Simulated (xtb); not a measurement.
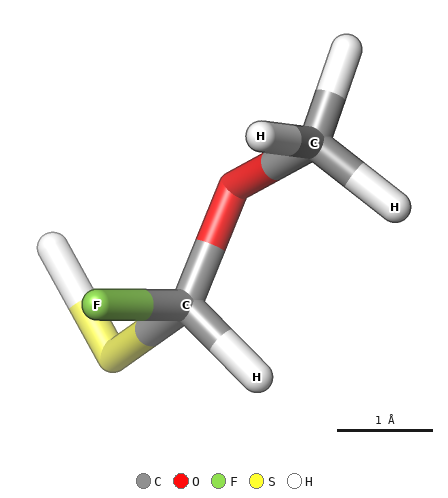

Figure 1. The starting structure (stick view, seen at a tilt). Bond lengths as drawn: C–F 1.38 Å, C–H 1.09 to 1.10 Å, C–O 1.36 to 1.42 Å, C–S 1.81 Å and H–S 1.33 Å.

## Molecular dynamics, with input and output: C₂H₅FOS

System: C₂H₅FOS.
Method: GFN2-xTB (xtb 6.7.1).

The starting geometry was optimised with GFN2-xTB.

**The program's output**
```
* xtb version 6.7.1
   ID    Z sym.   atoms
    1    6 C      1, 3
    2    8 O      2
    3    9 F      4
    4   16 S      5
    5    1 H      6-10

           -------------------------------------------------
          |                Calculation Setup                |
           -------------------------------------------------

          program call               : xtb struc.xyz --gfn 2 --md -I input.inp
          coordinate file            : struc.xyz
          omp threads                :                     1

           -------------------------------------------------
          |                 G F N 2 - x T B                 |
           -------------------------------------------------

      * Hamiltonian:
        H0-scaling (s, p, d)           1.850000    2.230000    2.230000
        zeta-weighting                 0.500000
      * Dispersion:
        s8                             2.700000
        a1                             0.520000
        a2                             5.000000
        s9                             5.000000
      * Repulsion:
        kExp                           1.500000    1.000000
        rExp                           1.000000
      * Coulomb:
        alpha                          2.000000
        third order                    shell-resolved
        anisotropic                    true
        a3                             3.000000
        a5                             4.000000
        cn-shift                       1.200000
        cn-exp                         4.000000
        max-rad                        5.000000

          ...................................................
          :                      SETUP                      :
          :.................................................:
          :  # basis functions                  31          :
          :  # atomic orbitals                  30          :
          :  # shells                           16          :
          :  # electrons                        32          :
          :  max. iterations                   250          :
          :  Hamiltonian                  GFN2-xTB          :
          :  restarted?                      false          :
          :  GBSA solvation                  false          :
          :  PC potential                    false          :
          :  electronic temp.          300.0000000     K    :
          :  accuracy                    1.0000000          :
          :  -> integral cutoff          0.2500000E+02      :
          :  -> integral neglect         0.1000000E-07      :
          :  -> SCF convergence          0.1000000E-05 Eh   :
          :  -> wf. convergence          0.1000000E-03 e    :
          :  Broyden damping             0.4000000          :
          :  net charge                          0          :
          :  unpaired electrons                  0          :
          ...................................................

 iter      E             dE          RMSdq      gap      omega  full diag
   1    -18.9213484 -0.189213E+02  0.515E+00    5.53       0.0  T
   2    -18.9675601 -0.462117E-01  0.302E+00    4.84       1.0  T
   3    -18.9701325 -0.257242E-02  0.128E+00    4.79       1.0  T
   4    -18.9720906 -0.195805E-02  0.315E-01    4.61       1.0  T
   5    -18.9720958 -0.525424E-05  0.116E-01    4.63       1.0  T
   6    -18.9721134 -0.176380E-04  0.278E-02    4.63       1.1  T
   7    -18.9721136 -0.199255E-06  0.611E-03    4.63       5.2  T
   8    -18.9721137 -0.279885E-07  0.200E-03    4.63      15.8  T
   9    -18.9721137 -0.907660E-08  0.656E-04    4.63      48.2  T
  10    -18.9721137 -0.246278E-09  0.253E-04    4.63     125.0  T

   *** convergence criteria satisfied after 10 iterations ***

         #    Occupation            Energy/Eh            Energy/eV
      -------------------------------------------------------------
         1        2.0000           -0.8367025             -22.7678
       ...           ...                  ...                  ...
        10        2.0000           -0.5336064             -14.5202
        11        2.0000           -0.5125167             -13.9463
        12        2.0000           -0.4984100             -13.5624
        13        2.0000           -0.4842964             -13.1784
        14        2.0000           -0.4721297             -12.8473
        15        2.0000           -0.4548870             -12.3781
        16        2.0000           -0.3995308             -10.8718 (HOMO)
        17                         -0.2292580              -6.2384 (LUMO)
        18                         -0.1373364              -3.7371
        19                         -0.0528898              -1.4392
        20                         -0.0471917              -1.2842
        21                         -0.0237661              -0.6467
       ...                                ...                  ...
        30                          0.5175342              14.0828
      -------------------------------------------------------------
                  HL-Gap            0.1702728 Eh            4.6334 eV
             Fermi-level           -0.3143944 Eh           -8.5551 eV

 SCC (total)                   0 d,  0 h,  0 min,  0.007 sec
 SCC setup                      ...        0 min,  0.000 sec (  1.991%)
 Dispersion                     ...        0 min,  0.000 sec (  1.145%)
 classical contributions        ...        0 min,  0.000 sec (  0.249%)
 integral evaluation            ...        0 min,  0.001 sec ( 15.188%)
 iterations                     ...        0 min,  0.004 sec ( 50.749%)
 molecular gradient             ...        0 min,  0.002 sec ( 28.580%)
 printout                       ...        0 min,  0.000 sec (  1.935%)

         :::::::::::::::::::::::::::::::::::::::::::::::::::::
         ::                     SUMMARY                     ::
         :::::::::::::::::::::::::::::::::::::::::::::::::::::
         :: total energy             -18.864202586046 Eh    ::
         :: gradient norm              0.000057847202 Eh/a0 ::
         :: HOMO-LUMO gap              4.633359328383 eV    ::
         ::.................................................::
         :: SCC energy               -18.972110997787 Eh    ::
         :: -> isotropic ES            0.036167415970 Eh    ::
         :: -> anisotropic ES         -0.000555228495 Eh    ::
         :: -> anisotropic XC         -0.001470600093 Eh    ::
         :: -> dispersion             -0.005002321838 Eh    ::
         :: repulsion energy           0.107908411740 Eh    ::
         :: add. restraining           0.000000000000 Eh    ::
         :: total charge              -0.000000000000 e     ::
         :::::::::::::::::::::::::::::::::::::::::::::::::::::

           -------------------------------------------------
          |                Property Printout                |
           -------------------------------------------------

    * Orbital Energies and Occupations

         #    Occupation            Energy/Eh            Energy/eV
      -------------------------------------------------------------
         1        2.0000           -0.8367025             -22.7678
       ...           ...                  ...                  ...
         4        2.0000           -0.6781591             -18.4536
         5        2.0000           -0.6436844             -17.5155
         6        2.0000           -0.6016906             -16.3728
         7        2.0000           -0.5931167             -16.1395
         8        2.0000           -0.5817941             -15.8314
         9        2.0000           -0.5430521             -14.7772
        10        2.0000           -0.5336064             -14.5202
        11        2.0000           -0.5125167             -13.9463
        12        2.0000           -0.4984100             -13.5624
        13        2.0000           -0.4842964             -13.1784
        14        2.0000           -0.4721297             -12.8473
        15        2.0000           -0.4548870             -12.3781
        16        2.0000           -0.3995308             -10.8718 (HOMO)
        17                         -0.2292580              -6.2384 (LUMO)
        18                         -0.1373364              -3.7371
        19                         -0.0528898              -1.4392
        20                         -0.0471917              -1.2842
        21                         -0.0237661              -0.6467
        22                          0.0439806               1.1968
        23                          0.0758798               2.0648
        24                          0.1152330               3.1356
        25                          0.1192285               3.2444
        26                          0.1598225               4.3490
        27                          0.1816140               4.9420
       ...                                ...                  ...
        30                          0.5175342              14.0828
      -------------------------------------------------------------
                  HL-Gap            0.1702728 Eh            4.6334 eV
             Fermi-level           -0.3143944 Eh           -8.5551 eV

     #   Z          covCN         q      C6AA      α(0)
     1   6 C        3.658     0.033    20.297     6.466
     2   8 O        1.729    -0.294    18.889     5.868
     3   6 C        3.564     0.324    16.463     5.911
     4   9 F        0.801    -0.250    11.768     4.052
     5  16 S        1.938    -0.223   150.591    20.654
     6   1 H        0.925     0.078     2.000     2.212
     7   1 H        0.924     0.058     2.227     2.333
     8   1 H        0.924     0.044     2.393     2.419
     9   1 H        0.923     0.039     2.464     2.455
    10   1 H        0.923     0.192     1.139     1.669

 Mol. C6AA /au·bohr⁶  :       1258.745225
 Mol. C8AA /au·bohr⁸  :      35795.256435
 Mol. α(0) /au        :         54.039242

Wiberg/Mayer (AO) data.
largest (>0.10) Wiberg bond orders for each atom

 ---------------------------------------------------------------------------
     #   Z sym  total        # sym  WBO       # sym  WBO       # sym  WBO
 ---------------------------------------------------------------------------
     1   6 C    3.929 --     7 H    0.981     8 H    0.979     6 H    0.979
                             2 O    0.955
     2   8 O    2.129 --     3 C    1.050     1 C    0.955
     3   6 C    3.903 --     2 O    1.050     5 S    0.972     9 H    0.946
                             4 F    0.915
     4   9 F    1.029 --     3 C    0.915
     5  16 S    2.028 --     3 C    0.972    10 H    0.952
     6   1 H    0.994 --     1 C    0.979
     7   1 H    0.997 --     1 C    0.981
     8   1 H    0.998 --     1 C    0.979
     9   1 H    0.998 --     3 C    0.946
    10   1 H    0.963 --     5 S    0.952
 ---------------------------------------------------------------------------

Topologies differ in total number of bonds
Writing topology from bond orders to xtbtopo.mol

molecular dipole:
                 x           y           z       tot (Debye)
 q only:       -0.185       0.251       0.736
   full:       -0.370       0.060       1.031       2.790
molecular quadrupole (traceless):
                xx          xy          yy          xz          yz          zz
 q only:       -0.773      -1.498      -0.958      -0.046      -3.283       1.731
  q+dip:       -0.420      -3.669       0.118       3.512      -2.909       0.302
   full:       -0.577      -3.446      -0.061       2.785      -3.509       0.638

           -------------------------------------------------
          | TOTAL ENERGY              -18.864202586046 Eh   |
          | GRADIENT NORM               0.000057847202 Eh/α |
          | HOMO-LUMO GAP               4.633359328383 eV   |
           -------------------------------------------------
           -------------------------------------------------
          |               Molecular Dynamics                |
           -------------------------------------------------
 trajectories on xtb.trj or xtb.trj.<n>

 MD time /ps        :    0.20
 dt /fs             :    1.00
 SCC accuracy       :    2.00
 temperature /K     :  300.00
 max steps          :   200
 block length (av.) :  5000
 dumpstep(trj) /fs  :   20.00    20
 dumpstep(coords)/fs: 1000.00  1000
 H atoms mass (amu) :     1
 # deg. of freedom  :    30
 SHAKE off
         time (ps)    <Epot>      Ekin   <T>   T     Etot       error
      0    0.00      0.00000   0.0713    0.    0.   -18.79295    0.0000
 average properties
 Epot               :  -18.739761201076078
 Epot (accurate SCC):  -18.831251631078988
 Ekin               :   3.0901003146955042E-002
 Etot               :  -18.708860197929123
 T                  :   650.51828216598324
 normal exit of md()

------------------------------------------------------------------------
------------------------------------------------------------------------
 total:
 *  cpu-time:     0 d,  0 h,  0 min,  0.934 sec
 * ratio c/w:     0.993 speedup
 SCF:
 *  cpu-time:     0 d,  0 h,  0 min,  0.007 sec
 * ratio c/w:     0.977 speedup
 MD:
 *  cpu-time:     0 d,  0 h,  0 min,  0.912 sec
 * ratio c/w:     0.993 speedup
```

**Standard error**
```
normal termination of xtb
```

**Trajectory as extended XYZ (Å, eV, eV/Å), 10 frames, from step=0 to step=9**
```
10
Properties=species:S:1:pos:R:3 step=0 time_fs=0.0 energy=-513.32110
C    -0.7021    0.0103    1.2919
O    -0.1757    0.5812    0.1023
C     0.5648   -0.2693   -0.6524
F    -0.2443   -1.2270   -1.2311
S     1.4107    0.6889   -1.9377
H    -1.2381    0.8127    1.7919
H    -1.3874   -0.8086    1.0600
H     0.1060   -0.3569    1.9318
H     1.3310   -0.8288   -0.0907
H     0.3352    1.3976   -2.2659
10
Properties=species:S:1:pos:R:3 step=1 time_fs=20.0 energy=-512.21472
C    -0.6542    0.0452    1.4100
O    -0.3474    0.5340    0.1084
C     0.5429   -0.2402   -0.6762
F    -0.1930   -1.2154   -1.2643
S     1.4328    0.6653   -1.9869
H    -1.0422    1.0379    1.8143
H    -1.3263   -0.8047    1.2506
H     0.1187   -0.5036    1.7790
H     1.3708   -0.8655    0.0869
H     1.0930    1.8923   -1.5483
10
Properties=species:S:1:pos:R:3 step=2 time_fs=40.0 energy=-512.27429
C    -0.6324    0.0791    1.4496
O    -0.3819    0.5601    0.0624
C     0.4632   -0.2267   -0.6161
F    -0.1544   -1.2912   -1.3294
S     1.4162    0.6808   -1.9779
H    -0.8765    1.0977    1.8170
H    -1.2779   -0.8386    1.4758
H     0.3742   -0.4862    1.7231
H     1.1412   -0.6838   -0.0108
H     1.9001    1.6227   -1.1388
10
Properties=species:S:1:pos:R:3 step=3 time_fs=60.0 energy=-512.60526
C    -0.5892    0.1760    1.3711
O    -0.3589    0.4950    0.0272
C     0.4643   -0.2861   -0.7010
F    -0.1378   -1.2835   -1.3211
S     1.3576    0.7113   -1.9089
H    -0.9444    1.0840    1.8615
H    -1.2826   -0.7612    1.4225
H     0.4433   -0.2842    1.8864
H     1.3181   -0.7643   -0.0403
H     2.3878    0.9040   -1.1068
10
Properties=species:S:1:pos:R:3 step=4 time_fs=80.0 energy=-512.40483
C    -0.5696    0.2190    1.3334
O    -0.3360    0.4781   -0.0124
C     0.5586   -0.3561   -0.6556
F    -0.1977   -1.3394   -1.3380
S     1.3403    0.7708   -1.8726
H    -1.0797    0.9848    1.8168
H    -1.2505   -0.6474    1.4640
H     0.2310    0.1073    1.9538
H     1.3165   -0.9874    0.1158
H     2.6671    0.4695   -1.6274
10
Properties=species:S:1:pos:R:3 step=5 time_fs=100.0 energy=-512.40611
C    -0.6190    0.1946    1.3592
O    -0.2699    0.4727   -0.0143
C     0.4887   -0.3572   -0.7209
F    -0.1791   -1.3692   -1.3128
S     1.3634    0.8028   -1.8436
H    -1.2849    0.9924    1.6453
H    -1.1871   -0.6036    1.6138
H     0.2443    0.4095    1.9731
H     1.1762   -0.8317   -0.1931
H     2.2158   -0.1076   -2.2219
10
Properties=species:S:1:pos:R:3 step=6 time_fs=120.0 energy=-512.49442
C    -0.6522    0.1825    1.3588
O    -0.3226    0.5123   -0.0012
C     0.5318   -0.3050   -0.6218
F    -0.1646   -1.3501   -1.3222
S     1.3918    0.7716   -1.8578
H    -1.5377    0.7811    1.6926
H    -0.9922   -0.8888    1.3107
H     0.3979    0.4314    1.9721
H     1.3613   -0.8644    0.0435
H     1.4743   -0.0760   -2.9651
10
Properties=species:S:1:pos:R:3 step=7 time_fs=140.0 energy=-512.43978
C    -0.6638    0.1087    1.3502
O    -0.3943    0.5316    0.0397
C     0.5150   -0.2375   -0.6667
F    -0.0935   -1.2502   -1.2685
S     1.4287    0.6975   -1.8873
H    -1.6292    0.6955    1.4928
H    -0.8738   -1.0437    1.1641
H     0.2728    0.3353    1.9397
H     1.3576   -0.7018    0.1250
H     0.5304    0.3433   -2.7521
10
Properties=species:S:1:pos:R:3 step=8 time_fs=160.0 energy=-512.28117
C    -0.7314    0.0047    1.3706
O    -0.4132    0.5790    0.0239
C     0.5641   -0.1532   -0.5649
F    -0.0748   -1.2578   -1.2270
S     1.4467    0.6523   -1.9599
H    -1.5958    0.6880    1.5461
H    -0.9040   -1.1229    1.2526
H     0.1181    0.1756    1.8573
H     1.1885   -0.5214    0.0842
H     0.4439    1.4803   -2.4454
10
Properties=species:S:1:pos:R:3 step=9 time_fs=180.0 energy=-512.74666
C    -0.8002    0.0067    1.2732
O    -0.3630    0.5918    0.0638
C     0.5313   -0.1587   -0.6431
F    -0.0583   -1.3057   -1.1173
S     1.4311    0.6710   -2.0104
H    -1.5966    0.6495    1.6488
H    -1.0584   -0.9662    1.1197
H     0.0053   -0.1062    2.0918
H     1.4541   -0.5902    0.0403
H     1.0498    1.8613   -1.6004
```

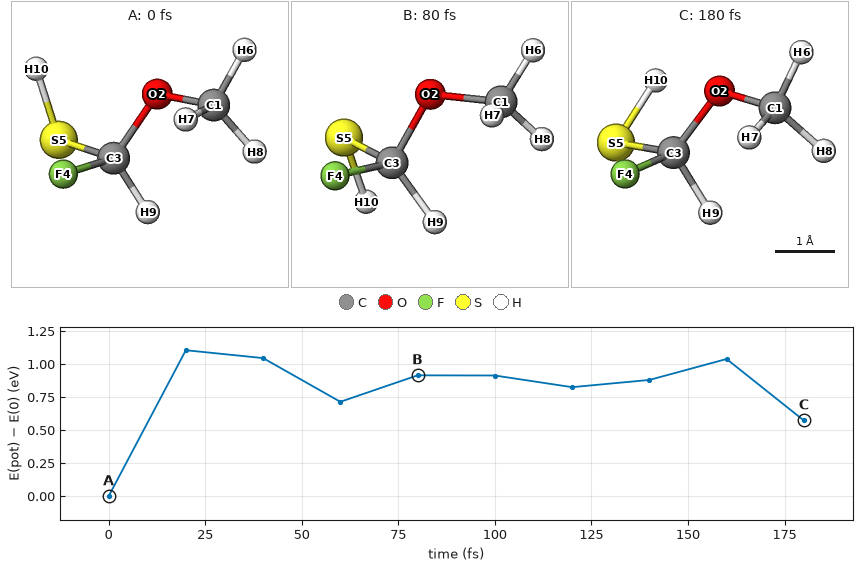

Figure 2. Frames of the molecular dynamics (ball-and-stick, seen at a tilt) above the curves, on which the letters mark them. The trajectory kept here has 10 frames over 180 fs. The potential energy ends 0.574 eV above its first value. After an unweighted best fit of the last frame on the first, the root-mean-square displacement is 0.35 Å, and H10 has moved furthest (0.77 Å).

The run was set up as follows.

**The input (struc.xyz)**
```
10

C     -0.70212000     0.01035100     1.29187500
O     -0.17570800     0.58119200     0.10233500
C      0.56478900    -0.26931400    -0.65240100
F     -0.24433100    -1.22701800    -1.23113100
S      1.41070200     0.68893100    -1.93767900
H     -1.23807400     0.81267700     1.79185900
H     -1.38743800    -0.80863000     1.05997100
H      0.10600500    -0.35695300     1.93176500
H      1.33097400    -0.82882100    -0.09067000
H      0.33519100     1.39758600    -2.26592400
```

**File input.inp**
```
$chrg 0
$spin 0
$md
   temp=300
   time=0.2
   step=1
   dump=20
   hmass=1
   shake=0
   nvt=false
$end
```

Command:
```bash
xtb struc.xyz --gfn 2 --md -I input.inp > run.log 2> xtb.err
```

**Summary**

| quantity | value |
| --- | --- |
| outcome | finished |
| trajectory | 10 frames kept, 180 fs |
| electrons treated | 32 |
| potential energy (first step) | −18.864203 hartree |
| dispersion energy (first step) | −0.005002 hartree |
| basis functions (first step) | 31 |
| hardware | 1 thread of Intel Xeon @ 2.70GHz, 189 GiB of memory available, shared host |
| wall time | 0.97 s |
| peak memory | 0.072 GiB |

**Remarks**

Settings chosen away from the usual ones: method = gfn2-xtb; task = md; geo = {"prev": "A"}; x = {"md_temperature": 300, "md_time": 0.2, "time_step": 1, "md_dump": 20, "hydrogen_mass": 1, "shake": 0, "nvt": "false"}. So short a trajectory is not equilibrated.
